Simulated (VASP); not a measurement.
Shape and ions are relaxed at each volume.

Energy against volume of La (dhcp). The numbers are results of AM05 GGA, VASP's PBE PAW potentials (set 64) (plane waves; VASP), not measurements.

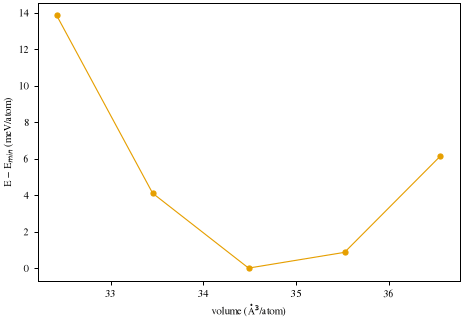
Energy against volume

**Question.** Estimate the equilibrium volume and the bulk modulus.

**Answer.** The minimum lies near 34.8 Å³/atom, and the curvature gives B0 of about 25 GPa.

Measured: bulk modulus 27.9 GPa (computed value off by -10.6 %), as given by Wikipedia, Lanthanum (infobox). The calculation is for a static lattice, while the measured bulk modulus holds thermal and zero-point effects, which are part of the difference.

The compound is La in the dhcp structure. It was relaxed first, which changed the volume by -7 %.
